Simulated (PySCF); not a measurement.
Molecule: SMILES CO[SiH2]B(O)O, singlet. Atoms near the plane z = 0.0 Å, at the GFN2-xTB optimised geometry (x, y, z in Å): C1 (2.8, -0.4, 0.0), O2 (1.4, -0.4, 0.0), Si3 (0.5, 0.9, 0.0), B4 (-1.3, 0.1, 0.0), O5 (-1.6, -1.2, 0.0), O6 (-2.4, 0.9, 0.0), H7 (3.2, -1.4, 0.0), H8 (3.2, 0.1, -0.9), H9 (3.2, 0.1, 0.9), H12 (-0.8, -1.8, 0.0), H13 (-3.2, 0.5, 0.0).

Computed with PBE0/def2-TZVP (PySCF 2.14.0). Cells within 0.4 Å of a nucleus heavier than hydrogen are left out (blank, or x). The values are rescaled to run from 0 to 1.

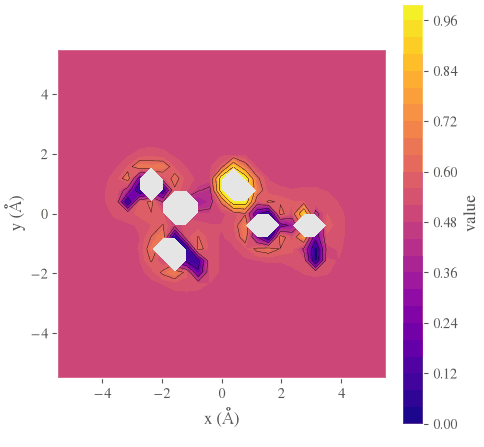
*a field on the plane z = 0.0 Å.*

Problem. Which quantity is mapped?
(A) log10 of the electron density
(B) an orbital amplitude
(C) Laplacian of the electron density
(D) deformation density (molecule minus spherical neutral atoms)

Solution. C, Laplacian of the electron density. In full: Laplacian of the electron density (e/bohr⁵), clipped to [-1.50, 1.50].
